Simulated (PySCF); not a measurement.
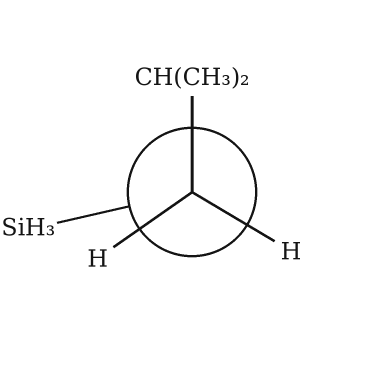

A Newman projection along the C–S bond, carbon in front; angles are drawn as computed, but eclipsed bonds slightly apart. The computed structure is the end point of a PBE0-D3(BJ)/def2-SVP optimisation. No frequency run is at hand to confirm it as a minimum.

Question: Which molecule is it?

Answer: C4H12SSi, CC(C)CS[SiH3]

Question: What is the torsion angle from the front CH(CH3)2 to the back SiH3? The sign is positive where the front bond must turn clockwise to cover the back bond.

Answer: −103°, anticlinal.
